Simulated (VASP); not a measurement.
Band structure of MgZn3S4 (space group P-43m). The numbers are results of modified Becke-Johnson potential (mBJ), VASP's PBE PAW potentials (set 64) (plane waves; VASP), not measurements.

mBJ is a potential without an energy functional, so only the levels count.

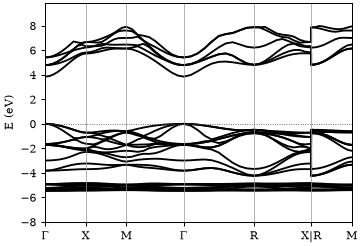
Figure. Bands along high-symmetry lines, zero at the valence-band maximum or, without a gap, the Fermi level

Question: Read the plot: is there a gap, and where are the band edges?

Answer: The gap is direct, 3.85 eV, from the valence maximum at Γ to the conduction minimum at Γ.

The structure comes from a computed database's MgZn3S4 entry (P-43m); how it stands against other phases isn't given here. It was relaxed first. The cell's shape comes from a PBE relaxation.
